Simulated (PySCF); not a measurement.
SMILES Br[SiH2][SiH2]c1ccccc1 at its GFN2-xTB optimised geometry (Å):

```
18

Br     1.1857    -4.1314     1.8273
Si    -0.8488    -3.2156     1.9913
Si    -1.3487    -2.0934     0.0287
C     -0.3951    -0.4675     0.0000
C     -1.0534     0.7582     0.0020
C     -0.3472     1.9474     0.0025
C      1.0375     1.9294     0.0023
C      1.7096     0.7182     0.0000
C      0.9986    -0.4675     0.0000
H     -0.7131    -2.4096     3.2034
H     -1.6710    -4.3771     2.3232
H     -0.9843    -2.8892    -1.1508
H     -2.7896    -1.8153    -0.0191
H     -2.1346     0.7791     0.0011
H     -0.8770     2.8892     0.0029
H      1.5911     2.8568     0.0038
H      2.7896     0.6971     0.0002
H      1.5357    -1.4062    -0.0023
```

Level of theory: PBE/def2-SVP in PySCF. Cells within 0.4 Å of a nucleus heavier than hydrogen are left out (blank, or x).

Map of the Laplacian of the electron density (e/bohr⁵), clipped to [-1.50, 1.50] on the plane z = 1.5 Å:

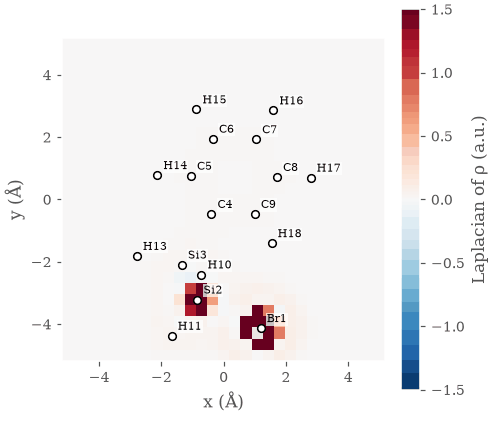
Fig. 1. Laplacian of the electron density (e/bohr⁵), clipped to [-1.50, 1.50] on the plane z = 1.5 Å.
